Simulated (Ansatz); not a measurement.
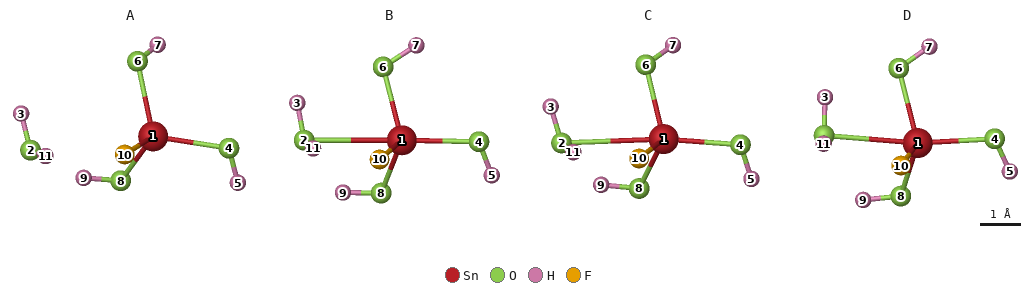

4 geometries from one relaxation of SnH5O4F, in shuffled order. Style: ball-and-stick. Shown face on.

The run prepares an end point of a later path (reaction) calculation, from a guessed geometry.

Computed with RKS PBE0/def2-SVP in Ansatz 0.2.0. Settings: no spin polarisation; force threshold 0.03 eV/Å; at most 50 steps.

> Order the frames from highest to lowest energy.

A, C, B, D. They are steps 0, 3, 5, 13, at +0.293 eV, +0.165 eV, +0.115 eV relative to the last. H3 moves most after the best rigid fit: 0.80 Å. By element the largest moves are H 0.80 Å, O 0.57 Å, Sn 0.36 Å, F 0.30 Å. Among the contacts that change: Sn1–O2 3.157 → 2.409 Å, Sn1–F10 1.904 → 1.952 Å, Sn1–O6 1.961 → 1.978 Å, O2–H11 0.984 → 0.971 Å. New bonds form, among them: Sn1–O2 (3.16 → 2.41 Å). Bond angles that change, for instance: O4–Sn1–O6 110.6° → 100.9°, O6–Sn1–F10 101.4° → 108.7°, Sn1–O8–H9 101.7° → 108.9°. Groups turn about Sn1–O6 by about 45°. The energy falls by 0.293 eV in 13 geometry steps. The largest force component goes from 0.8 to 0.014 eV/Å.
